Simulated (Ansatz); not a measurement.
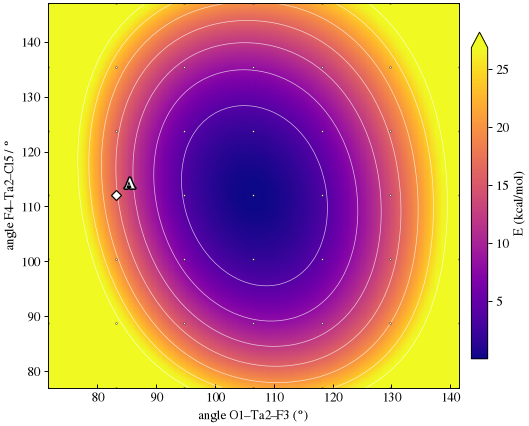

ClF₂OTa, SMILES [O]=[Ta]([F])([F])[Cl]. Coordinates scanned: (1) angle O1–Ta2–F3; (2) angle F4–Ta2–Cl5. Nothing is relaxed (all other coordinates rigid). Grid: 7 × 7 points. Points are written as (first, second). Energies: kcal/mol, counted from the relaxed molecule at the same level. Level of theory: RKS r2SCAN-D4/def2-SVP in Ansatz 0.2.0.

The picture shows a smooth colour map with a few white contour lines, dots at the grid points, one colour for all values above the top of the scale, the point A. Between grid points the surface is interpolated.

Which way does the force act at A, and how strong is it?

A, at (83.2°, 112.0°), is not a stationary point. The computed force is 1.6 kcal/mol for each degree towards larger values of angle O1–Ta2–F3 and 0.17 kcal/mol for each degree towards larger values of angle F4–Ta2–Cl5.
